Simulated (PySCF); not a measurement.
**B4 (charge +1): frequency calculation**

The run: frequency calculation of B4, charge +1, multiplicity 2. Method and program: UKS-based PBE0, B def2-TZVP; non-relativistic Hamiltonian; density fitting (PySCF 2.14.0).

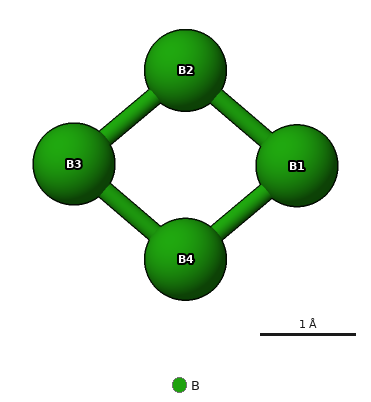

*The structure as given in the input (ball-and-stick view, seen on its broad side; atoms are numbered from 1 in the order of the input).*

## Input
```python
from pyscf import gto, scf, dft
mol = gto.M(atom='''
B      0.831217     0.831217    -0.000000
B     -0.708714     0.708714    -0.000000
B     -0.831217    -0.831217     0.000000
B      0.708714    -0.708714     0.000000''',
    basis={'B': 'def2-TZVP'},
    charge=1, spin=1)
mf = dft.UKS(mol, xc='PBE0')
mf.grids.atom_grid = (75, 302)
aux = {'B': 'def2-universal-JKFIT'}
mf = mf.density_fit(auxbasis=aux)
mf.conv_tol = 1e-09
mf.diis_space = 10
mf.max_cycle = 60
mf.verbose = 4
mf.kernel()
```

The script is an equivalent of the set-up of the self-consistent field. The run itself was carried out by a driver, which started from the orbitals of the step before it where there was one and computed the further properties.

Command:
```bash
OMP_NUM_THREADS=4 python axn.py task.json out
```

## Output
```
init E= -98.6683841047071
  alpha nocc = 10  HOMO = -0.525279426537608  LUMO = -0.328081554445786
  beta  nocc = 9  HOMO = -0.537590762028281  LUMO = -0.416535750396866
  HOMO = -0.525279426538  LUMO = -0.416535750397  gap/eV = 2.95907
cycle= 1 E= -98.6683841047032  delta_E= 3.89e-12  |g|= 3.6e-06  |ddm|= 4.71e-06
  alpha nocc = 10  HOMO = -0.525279641047437  LUMO = -0.328081754191979
  beta  nocc = 9  HOMO = -0.537591301031958  LUMO = -0.41653612082535
  HOMO = -0.525279641047  LUMO = -0.416536120825  gap/eV = 2.95906
Extra cycle  E= -98.6683841046791  delta_E= 2.4e-11  |g|= 6.83e-06  |ddm|= 7.92e-06
converged SCF energy = -98.6683841046791  <S^2> = 0.76400519  2S+1 = 2.0139565
```

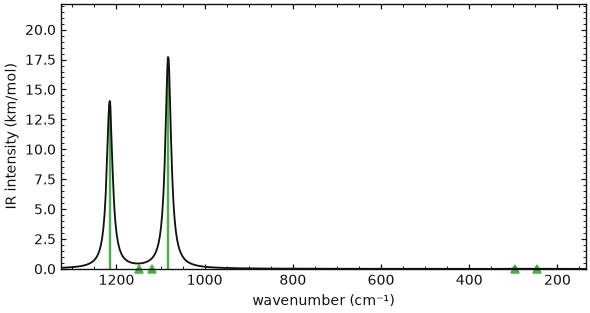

*Harmonic infrared spectrum, unscaled: sticks (degenerate modes added up, dark ones marked on the axis) with a Lorentzian envelope of 16 cm⁻¹ full width, scaled to the tallest stick.*

6 modes from 246 to 1215 cm⁻¹, none imaginary. The strongest line is at 1083 cm⁻¹ (17.7 km/mol). All modes, in cm⁻¹ (km/mol): 246 (0.0), 295 (0.0), 1083 (17.7), 1120 (0.0), 1148 (0.0), 1215 (14.0).

## Results in brief

```csv
quantity,value
outcome,converged
total energy,−98.668384 hartree
⟨S²⟩,0.764
zero-point energy,0.011637 hartree
"wavenumbers, lowest and highest",246 and 1215 cm⁻¹
hardware,"4 threads of Arm Neoverse V2, 112 GiB of memory available, shared host"
wall time,31 s (CPU time 97 s)
peak memory,1.3 GiB
```
